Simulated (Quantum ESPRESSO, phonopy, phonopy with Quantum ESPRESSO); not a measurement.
# C (Fd-3m): a volume series of phonon spectra, part 6 of 6

Which modes of C drive its thermal expansion?

Measurements to reproduce:
- volume expansion coefficient 3.5 1e-6/K and bulk modulus 442 GPa near room temperature (given in “High-Throughput Prediction of Finite-Temperature Properties using the Quasi-Harmonic Approximation”, 2016, arXiv:1603.06924)

Quantum ESPRESSO 7.5; DFT PBE, scalar-relativistic, plane waves, GBRV ultrasoft pseudopotentials.

So far. Step 12 (Lattice dynamics at this volume, V/V0 0.985): The time given is that of the one pw.x run on a displaced cell behind this step. Step 13 (Ground state at this cell, V/V0 1.03): The run ends at a pressure of -12.11 GPa.

### 15. Lattice dynamics at this volume, V/V0 1.03

This step: DFT PBE, scalar-relativistic, plane waves, GBRV ultrasoft pseudopotentials (phonopy with Quantum ESPRESSO 4.10.0 / 7.5).

Elapsed: 2.7 min, on 4 threads of Arm Neoverse V2, shared host; 11 min of CPU time.

Phonopy, no LO-TO term. Phonon branches along the path, in cm⁻¹:

```csv
point,branch 1,branch 2,branch 3,branch 4,branch 5,branch 6
Γ,0,0,0,1257,1257,1257
X,789,789,993,993,1158,1158
U,746,950,953,1029,1029,1184
jump to K,746,951,953,1029,1029,1184
Γ,0,0,0,1257,1257,1257
L,553,553,977,1148,1148,1241
W,869,869,978,978,1113,1113
X,789,789,993,993,1158,1158
```

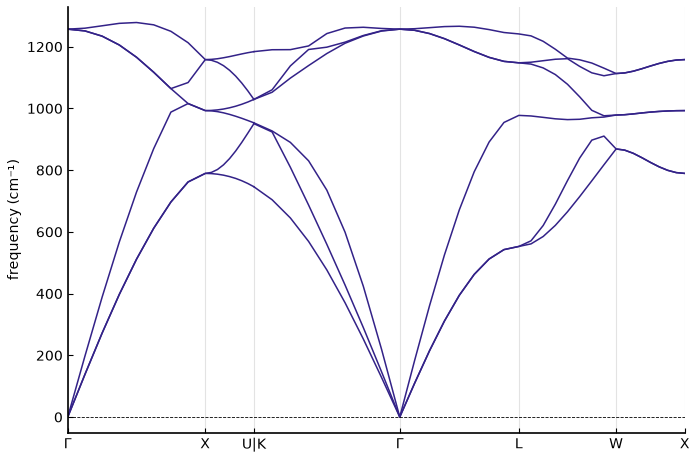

Phonon branches along the path.

No mode is imaginary beyond numerical noise along the path. The highest zone-centre mode (no LO–TO term) moved by -2.9 % for a volume change of +3.0 %.

The time given is that of the one pw.x run on a displaced cell behind this step.

### 16. Ground state at this cell, V/V0 0.97

A tight ground state at this cell gives the energy of this member; its pressure is the stress at this cutoff, which can carry an offset from the finite basis.

This step: DFT PBE, scalar-relativistic, plane waves, GBRV ultrasoft pseudopotentials (Quantum ESPRESSO 7.5).

System of this step: C. The structure is cubic, space group Fd-3m (No. 227). The conventional cell has a = 3.535 Å, b = 3.535 Å, c = 3.535 Å, α = 90.00°, β = 90.00°, γ = 90.00°. C has 4 C at 1.53 Å nearest.

File scf.in:

```
&CONTROL
  calculation = 'scf'
  prefix      = 'x'
  outdir      = './tmp'
  pseudo_dir  = './pseudo'
  tprnfor     = .true.
  tstress     = .true.
/
&SYSTEM
  ibrav       = 0
  nat         = 2
  ntyp        = 1
  ecutwfc     = 45.0
  ecutrho     = 270.0
  occupations = 'fixed'
  nbnd        = 6
/
&ELECTRONS
  conv_thr         = 1.0d-12
  mixing_beta      = 0.7
  electron_maxstep = 100
/
ATOMIC_SPECIES
 C      12.0110  C.upf
CELL_PARAMETERS angstrom
     0.000000000    1.767405907    1.767405907
     1.767405907    0.000000000    1.767405907
     1.767405907    1.767405907    0.000000000
ATOMIC_POSITIONS crystal
 C      0.000000000   0.000000000   0.000000000
 C      0.250000000   0.250000000   0.250000000
K_POINTS automatic
 12 12 12 0 0 0
```

Started as:

```sh
$ OMP_NUM_THREADS=1 mpirun -n 4 pw.x -nk 4 -in scf.in > scf.out
```

What it wrote:

```text
[banner, memory and clock lines left out]
Program PWSCF v.7.5

     Message from routine setup:
     using ibrav=0 with symmetry is DISCOURAGED, use correct ibrav instead

     G-vector sticks info

     bravais-lattice index     =            0
     lattice parameter (alat)  =       4.7234  a.u.
     unit-cell volume          =      74.5136 (a.u.)^3
     number of atoms/cell      =            2
     number of atomic types    =            1
     number of electrons       =         8.00
[...]
atom    2 type  1   force =    -0.00000000   -0.00000000    0.00000000

     Total force =     0.000000     Total SCF correction =     0.000000

     Computing stress (Cartesian axis) and pressure

          total   stress  (Ry/bohr**3)                   (kbar)     P=      139.60
[...]
0.00000000   0.00094901   0.00000000            0.00      139.60        0.00
   0.00000000   0.00000000   0.00094901            0.00        0.00      139.60

     XML data file, charge density, pseudopotentials, collected wavefunctions
[key lines of the parts left out:]
!    total energy              =     -22.96052175 Ry
convergence has been achieved in   8 iterations
```

It took 1.4 s on 4 MPI ranks; 5.5 s of CPU time.

The run ends at a pressure of 13.96 GPa.

### 17. A displaced supercell

One atom (for the harmonic constants) or a pair of atoms (for the cubic ones) is moved by a few hundredths of an ångström; the forces on all atoms give a column of force constants. The threshold is tight because the forces are small.

System of this step: C. The cell holds 54 atoms: 54 C. Its edges and angles: a = 7.498 Å, b = 7.498 Å, c = 7.498 Å, α = 60.0°, β = 60.0°, γ = 60.0°. It derives from C, repeated 3×3×3.

File disp-00001.in:

```
&CONTROL
  calculation = 'scf'
  prefix      = 'x'
  outdir      = './tmp'
  pseudo_dir  = './pseudo'
  tprnfor     = .true.
  disk_io     = 'none'
/
&SYSTEM
  ibrav       = 0
  nat         = 54
  ntyp        = 1
  ecutwfc     = 45.0
  ecutrho     = 270.0
  occupations = 'fixed'
  nbnd        = 110
/
&ELECTRONS
  conv_thr         = 1.0d-11
  mixing_beta      = 0.7
  electron_maxstep = 100
/
ATOMIC_SPECIES
 C      12.0110  C.upf
CELL_PARAMETERS angstrom
     0.000000000    5.302217721    5.302217721
     5.302217721    0.000000000    5.302217721
     5.302217721    5.302217721    0.000000000
ATOMIC_POSITIONS crystal
 C      0.002667211   0.000000000   0.000000000
 C      0.333333333   0.000000000   0.000000000
 C      0.666666667   0.000000000   0.000000000
 C      0.000000000   0.333333333   0.000000000
 C      0.333333333   0.333333333   0.000000000
 C      0.666666667   0.333333333   0.000000000
 C      0.000000000   0.666666667   0.000000000
 C      0.333333333   0.666666667   0.000000000
 C      0.666666667   0.666666667   0.000000000
 C      0.000000000   0.000000000   0.333333333
 C      0.333333333   0.000000000   0.333333333
 C      0.666666667   0.000000000   0.333333333
 C      0.000000000   0.333333333   0.333333333
 C      0.333333333   0.333333333   0.333333333
 C      0.666666667   0.333333333   0.333333333
 C      0.000000000   0.666666667   0.333333333
 C      0.333333333   0.666666667   0.333333333
 C      0.666666667   0.666666667   0.333333333
 C      0.000000000   0.000000000   0.666666667
 C      0.333333333   0.000000000   0.666666667
 C      0.666666667   0.000000000   0.666666667
 C      0.000000000   0.333333333   0.666666667
 C      0.333333333   0.333333333   0.666666667
 C      0.666666667   0.333333333   0.666666667
 C      0.000000000   0.666666667   0.666666667
 C      0.333333333   0.666666667   0.666666667
 C      0.666666667   0.666666667   0.666666667
 C      0.083333333   0.083333333   0.083333333
 C      0.416666667   0.083333333   0.083333333
 C      0.750000000   0.083333333   0.083333333
 C      0.083333333   0.416666667   0.083333333
 C      0.416666667   0.416666667   0.083333333
 C      0.750000000   0.416666667   0.083333333
 C      0.083333333   0.750000000   0.083333333
 C      0.416666667   0.750000000   0.083333333
 C      0.750000000   0.750000000   0.083333333
 C      0.083333333   0.083333333   0.416666667
 C      0.416666667   0.083333333   0.416666667
 C      0.750000000   0.083333333   0.416666667
 C      0.083333333   0.416666667   0.416666667
 C      0.416666667   0.416666667   0.416666667
 C      0.750000000   0.416666667   0.416666667
 C      0.083333333   0.750000000   0.416666667
 C      0.416666667   0.750000000   0.416666667
 C      0.750000000   0.750000000   0.416666667
 C      0.083333333   0.083333333   0.750000000
 C      0.416666667   0.083333333   0.750000000
 C      0.750000000   0.083333333   0.750000000
 C      0.083333333   0.416666667   0.750000000
 C      0.416666667   0.416666667   0.750000000
 C      0.750000000   0.416666667   0.750000000
 C      0.083333333   0.750000000   0.750000000
 C      0.416666667   0.750000000   0.750000000
 C      0.750000000   0.750000000   0.750000000
K_POINTS automatic
 3 3 3 0 0 0
```

Started as:

```sh
$ OMP_NUM_THREADS=1 mpirun -n 4 pw.x -nk 4 -in disp-00001.in > disp-00001.out
```

What it wrote:

```text
[banner, memory and clock lines left out]
Program PWSCF v.7.5

     Message from routine setup:
     using ibrav=0 with symmetry is DISCOURAGED, use correct ibrav instead

     G-vector sticks info

     bravais-lattice index     =            0
     lattice parameter (alat)  =      14.1701  a.u.
     unit-cell volume          =    2011.8670 (a.u.)^3
     number of atoms/cell      =           54
     number of atomic types    =            1
     number of electrons       =       216.00
[...]
atom    1 type  1   force =    -0.00082150   -0.02593392   -0.02593392
     atom    2 type  1   force =     0.00076700    0.00190569    0.00190569
     atom    3 type  1   force =    -0.00076227    0.00182418    0.00182418
[...]
atom   53 type  1   force =     0.00010072   -0.00008618   -0.00008618
     atom   54 type  1   force =    -0.00000017   -0.00002879   -0.00002879

     Total force =     0.040671     Total SCF correction =     0.000003
     Message from routine punch:
     Nothing written, as per user request (disk_io='none')
[key lines of the parts left out:]
!    total energy              =    -619.93291286 Ry
convergence has been achieved in  14 iterations
```

Elapsed: 2.5 min, on 4 MPI ranks; 10 min of CPU time.

### 18. Lattice dynamics at this volume, V/V0 0.97

This step: DFT PBE, scalar-relativistic, plane waves, GBRV ultrasoft pseudopotentials (phonopy with Quantum ESPRESSO 4.10.0 / 7.5).

Run time: 2.5 min. Hardware: 4 threads.

No mode is imaginary beyond numerical noise along the path. The highest zone-centre mode (no LO–TO term) moved by +3.1 % for a volume change of -3.0 %.

The time given is that of the one pw.x run on a displaced cell behind this step.

### 19. Ground state at this cell, V/V0 1.05

A tight ground state at this cell gives the energy of this member; its pressure is the stress at this cutoff, which can carry an offset from the finite basis.

This step: DFT PBE, scalar-relativistic, plane waves, GBRV ultrasoft pseudopotentials (Quantum ESPRESSO 7.5).

System of this step: C. Symmetry: Fd-3m, No. 227, cubic system. Conventional cell: a = 3.629 Å, b = 3.629 Å, c = 3.629 Å, α = 90.00°, β = 90.00°, γ = 90.00°. Nearest to C lie 4 C at 1.57 Å.

Changes to scf.in since step 16:

```diff
@@ -25,5 +25,5 @@
 CELL_PARAMETERS angstrom
-     0.000000000    1.767405907    1.767405907
-     1.767405907    0.000000000    1.767405907
-     1.767405907    1.767405907    0.000000000
+     0.000000000    1.814716650    1.814716650
+     1.814716650    0.000000000    1.814716650
+     1.814716650    1.814716650    0.000000000
 ATOMIC_POSITIONS crystal
```

Started as:

```sh
$ OMP_NUM_THREADS=1 mpirun -n 4 pw.x -nk 4 -in scf.in > scf.out
```

What it wrote:

```text
[banner, memory and clock lines left out]
Program PWSCF v.7.5

     Message from routine setup:
     using ibrav=0 with symmetry is DISCOURAGED, use correct ibrav instead

     G-vector sticks info

     bravais-lattice index     =            0
     lattice parameter (alat)  =       4.8498  a.u.
     unit-cell volume          =      80.6590 (a.u.)^3
     number of atoms/cell      =            2
     number of atomic types    =            1
     number of electrons       =         8.00
[...]
atom    2 type  1   force =    -0.00000000    0.00000000    0.00000000

     Total force =     0.000000     Total SCF correction =     0.000000

     Computing stress (Cartesian axis) and pressure

          total   stress  (Ry/bohr**3)                   (kbar)     P=     -193.00
[...]
-0.00000000  -0.00131199   0.00000000           -0.00     -193.00        0.00
   0.00000000  -0.00000000  -0.00131199            0.00       -0.00     -193.00

     XML data file, charge density, pseudopotentials, collected wavefunctions
[key lines of the parts left out:]
!    total energy              =     -22.95910586 Ry
convergence has been achieved in   8 iterations
```

Run time: 1.4 s. Hardware: 4 MPI ranks.

The run ends at a pressure of -19.30 GPa.

### 20. A displaced supercell

One atom (for the harmonic constants) or a pair of atoms (for the cubic ones) is moved by a few hundredths of an ångström; the forces on all atoms give a column of force constants. The threshold is tight because the forces are small.

System of this step: C. The cell holds 54 atoms: 54 C. Its edges and angles: a = 7.699 Å, b = 7.699 Å, c = 7.699 Å, α = 60.0°, β = 60.0°, γ = 60.0°. It derives from C, repeated 3×3×3.

Changes to disp-00001.in since step 17:

```diff
@@ -25,7 +25,7 @@
 CELL_PARAMETERS angstrom
-     0.000000000    5.302217721    5.302217721
-     5.302217721    0.000000000    5.302217721
-     5.302217721    5.302217721    0.000000000
+     0.000000000    5.444149949    5.444149949
+     5.444149949    0.000000000    5.444149949
+     5.444149949    5.444149949    0.000000000
 ATOMIC_POSITIONS crystal
- C      0.002667211   0.000000000   0.000000000
+ C      0.002597676   0.000000000   0.000000000
  C      0.333333333   0.000000000   0.000000000
```

Started as:

```sh
$ OMP_NUM_THREADS=1 mpirun -n 4 pw.x -nk 4 -in disp-00001.in > disp-00001.out
```

What it wrote:

```text
[banner, memory and clock lines left out]
Program PWSCF v.7.5

     Message from routine setup:
     using ibrav=0 with symmetry is DISCOURAGED, use correct ibrav instead

     G-vector sticks info

     bravais-lattice index     =            0
     lattice parameter (alat)  =      14.5494  a.u.
     unit-cell volume          =    2177.7942 (a.u.)^3
     number of atoms/cell      =           54
     number of atomic types    =            1
     number of electrons       =       216.00
[...]
atom    1 type  1   force =    -0.00064833   -0.02209719   -0.02209719
     atom    2 type  1   force =     0.00067543    0.00166427    0.00166427
     atom    3 type  1   force =    -0.00067117    0.00159115    0.00159115
[...]
atom   53 type  1   force =     0.00009672   -0.00007194   -0.00007194
     atom   54 type  1   force =    -0.00000014   -0.00002966   -0.00002966

     Total force =     0.034472     Total SCF correction =     0.000002
     Message from routine punch:
     Nothing written, as per user request (disk_io='none')
[key lines of the parts left out:]
!    total energy              =    -619.89487771 Ry
convergence has been achieved in  14 iterations
```

Wall time 2.8 min (4 MPI ranks); 11 min of CPU time.

### 21. Phonons, V/V0 1.05

This step: DFT PBE, scalar-relativistic, plane waves, GBRV ultrasoft pseudopotentials (phonopy with Quantum ESPRESSO 4.10.0 / 7.5).

Wall time 2.8 min (4 threads).

No mode is imaginary beyond numerical noise along the path. The highest zone-centre mode (no LO–TO term) moved by -4.7 % for a volume change of +5.0 %.

The time given is that of the one pw.x run on a displaced cell behind this step.

### 22. How the modes move with volume

This step: DFT PBE, scalar-relativistic, plane waves, GBRV ultrasoft pseudopotentials (phonopy 4.10.0).

Numbers from this step:

```yaml
share_of_modes_with_a_negative_grueneisen_parameter: 0
```

Mean Grüneisen, by row:

```csv
T (K),heat-capacity-weighted mean,root mean square
50,0.593,0.627
100,0.579,0.618
200,0.648,0.708
300,0.754,0.821
500,0.849,0.908
800,0.887,0.942
```

Mean mode Grueneisen parameter against wavenumber:

```csv
wavenumber (cm⁻¹),mean mode Grueneisen parameter
22,-
110,0.52
154,0.666
241,0.579
329,0.625
417,0.576
461,0.569
548,0.496
636,0.522
680,0.585
768,0.614
855,0.808
899,0.894
987,1.16
1075,1.22
1162,1.15
1206,1.11
1294,0.93
```

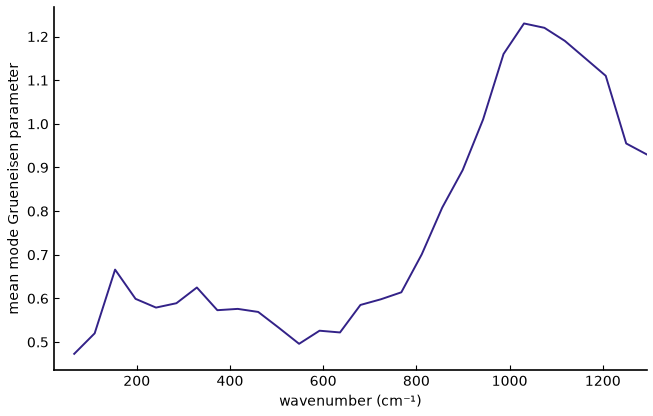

Mean mode Grueneisen parameter, plotted against wavenumber.

Volume series, by row:

```csv
V/V0,V (Å³/atom),pressure (GPa),E - E0 (meV/atom),gap (eV),zero-point energy (meV/atom),lowest on the path (cm⁻¹),highest at Gamma without the LO-TO term (cm⁻¹)
0.97,5.521,13.96,7.601,4.232,185,0.1,1334
0.985,5.606,6.738,1.944,4.197,182.3,0.1,1314
1,5.692,0.008,0,4.162,179.6,0.1,1294
1.015,5.777,-6.264,1.49,4.129,177.1,0.1,1275
1.03,5.862,-12.11,6.239,4.095,174.5,0.1,1257
1.05,5.976,-19.3,17.23,4.052,171.2,0.1,1233
```

The optical frequency at Gamma without the LO-TO term, mode 4 by V/V0:

```csv
V/V0,"optical frequency at Gamma without the LO-TO term, mode 4 (cm⁻¹)"
0.9700,1334
0.9850,1314
1.0000,1294
1.0150,1275
1.0300,1257
1.0500,1233
```

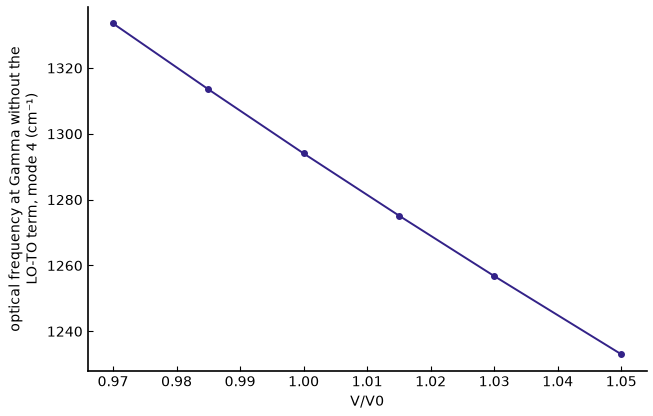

Optical frequency at Gamma without the LO-TO term, mode 4, plotted against V/V0.

Grüneisen at points, by row:

```csv
point,branch,frequency (cm⁻¹),mode Grüneisen parameter
Γ,4,1294,0.99
X,1,796.7,0.3
X,3,1041,1.57
X,5,1190,0.92
U,1,752.8,0.29
U,2,970.1,0.65
U,3,989.6,1.24
U,4,1057,0.92
U,5,1075,1.45
U,6,1224,1.13
K,1,752.8,0.29
K,2,970.1,0.65
K,3,989.6,1.24
K,4,1057,0.92
K,5,1075,1.45
K,6,1224,1.13
L,1,557,0.25
L,3,1023,1.53
L,4,1190,1.2
L,6,1263,0.59
W,1,885.4,0.62
W,3,1008,1.01
W,5,1155,1.27
```

The printed pressures lie 0.28 GPa below −dE/dV of the same runs on average, in a series that spans 33 GPa: energy and stress disagree, as they do when the basis is incomplete, so the pressures are not converged.

### 23. Quasi-harmonic fit by phonopy

Numbers from this step:

```
volume expansion coefficient at 300 K : 3.45 1e-6/K
isothermal bulk modulus at 300 K      : 421.1 GPa
C_P at 300 K                          : 6.541 J/mol-atom/K
Grüneisen parameter at 300 K          : 0.771
```

Table of energy (each curve on its own zero) by volume; values in meV/atom:

```csv
volume (Å³/atom),static,F at 0 K,F at 300 K,F at 1300 K
5.521,7.6,14.3,14.4,20.6
5.606,1.94,5.94,6.04,9.84
5.692,0,1.35,1.39,2.77
5.777,1.49,0.26,0.23,-0.83
5.862,6.24,2.48,2.39,-1.12
5.976,17.2,10.2,10.0,3.19
```

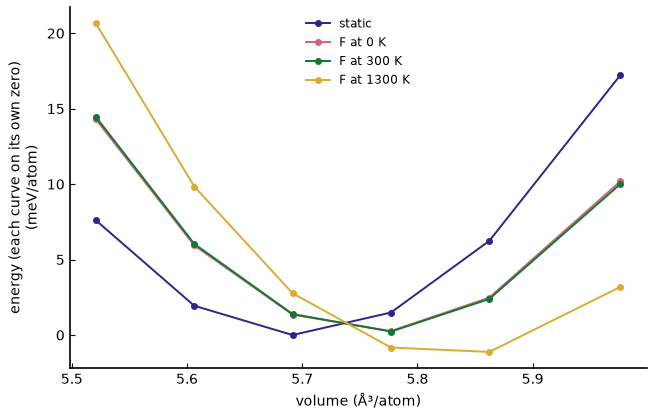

Energy (each curve on its own zero) against volume.

Phonopy-qha, vinet fit of F(V) at each temperature; no electronic free energy. Qha vinet, by row:

```csv
T (K),fitted volume (Å³/atom),alpha_V (1e-6/K),B_T (GPa),C_P (J/mol-atom/K),Grueneisen
100,5.761,0.12,421.8,0.286,0.6456
150,5.762,0.47,421.8,1.093,0.6304
200,5.762,1.17,421.6,2.531,0.6738
250,5.762,2.2,421.4,4.43,0.7264
300,5.763,3.45,421.1,6.541,0.7707
350,5.764,4.76,420.5,8.649,0.8041
400,5.766,6.03,419.9,10.62,0.8288
450,5.768,7.19,419.2,12.38,0.8471
500,5.77,8.22,418.4,13.93,0.8609
550,5.772,9.13,417.6,15.28,0.8715
600,5.775,9.92,416.7,16.43,0.8798
650,5.778,10.61,415.8,17.42,0.8864
700,5.781,11.21,414.9,18.28,0.8917
750,5.785,11.73,413.9,19.02,0.8962
800,5.788,12.18,412.9,19.66,0.8999
850,5.792,12.58,412,20.21,0.9031
900,5.795,12.94,411,20.7,0.9059
950,5.799,13.25,409.9,21.13,0.9083
1000,5.803,13.54,408.9,21.51,0.9105
1050,5.807,13.79,407.9,21.84,0.9124
1100,5.811,14.02,406.9,22.14,0.9141
1150,5.815,14.23,405.8,22.41,0.9157
1200,5.819,14.42,404.8,22.65,0.9172
1250,5.824,14.59,403.7,22.87,0.9185
```

Table of volume expansion coefficient, phonopy-qha, Vinet by temperature:

```csv
temperature (K),"volume expansion coefficient, phonopy-qha, Vinet (1e-6/K)"
100,0.12
200,1.17
300,3.45
400,6.03
500,8.22
600,9.92
700,11.2
800,12.2
900,12.9
1000,13.5
1100,14.0
1200,14.4
```

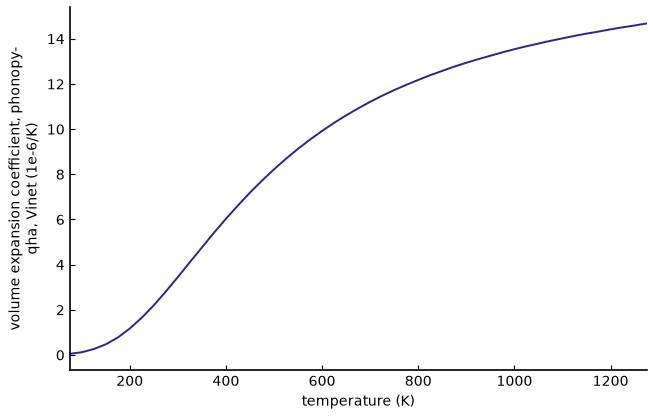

Volume expansion coefficient, phonopy-qha, Vinet, plotted against temperature.

The fit gives a volume expansion of 3.45 × 10⁻⁶/K at 300 K.

### 24. What came out

| Item | Value |
| --- | --- |
| volume expansion coefficient at 300 K | 3.45 1e-6/K |
| isothermal bulk modulus at 300 K | 421.1 GPa |
| C_P at 300 K | 6.541 J/mol-atom/K |
| Grüneisen parameter at 300 K | 0.771 |
| mean mode Grüneisen parameter at 300 K | 0.754 |

What this shows: Near room temperature C expands by 3.45 × 10⁻⁶/K in volume by PBE, with C_P = 6.54 J/(mol K) per mole of atoms and B_T = 421 GPa. The q-mesh is coarse, and the expansion can converge slowly with it. C_P at room temperature is 26 % of the classical 3R an atom, so the stiffest modes are still partly frozen out. A measured volume expansion coefficient near room temperature is 3.5 1e-6/K (arXiv:1603.06924); the calculated 3.45 1e-6/K differs by -1 %. A measured bulk modulus near room temperature is 442 GPa (arXiv:1603.06924); the calculated 421 GPa differs by -5 %. The table does not say whether its value is isothermal or adiabatic. The heat-capacity-weighted Grüneisen parameter goes from 0.593 at 50 K to 0.887 at 800 K. Weighting γ by the density of states and each mode's heat capacity at 300 K, modes below 440 cm⁻¹ give about 8 % of the sum of γC that drives the expansion, those up to 890 cm⁻¹ 44 % and the rest 48 %. Among the labelled points γ is largest for branch 3 at X (1041 cm⁻¹, 1.6) and smallest for branch 1 at L (557 cm⁻¹, 0.25). The supercell is small: only its own wavevectors are exact, and branches between them are interpolated and can be misplaced. The printed pressures lie 0.28 GPa below −dE/dV of the same runs on average, in a series that spans 33 GPa: energy and stress disagree, as they do when the basis is incomplete, so the pressures are not converged.

[Logs are printed without paths, hosts, clocks, repeated set-up lines and the standing remarks that a program may print on its own settings, such as how far it seeks lower states.]

[Hosts, paths, dates, database ids (printed as entryN), source tags and the programs' standing remarks are cut or masked in the printed files.]

[A step with changed settings may run another functional than the one named; its input shows which.]

[Of the runs on displaced cells, only some may be shown.]
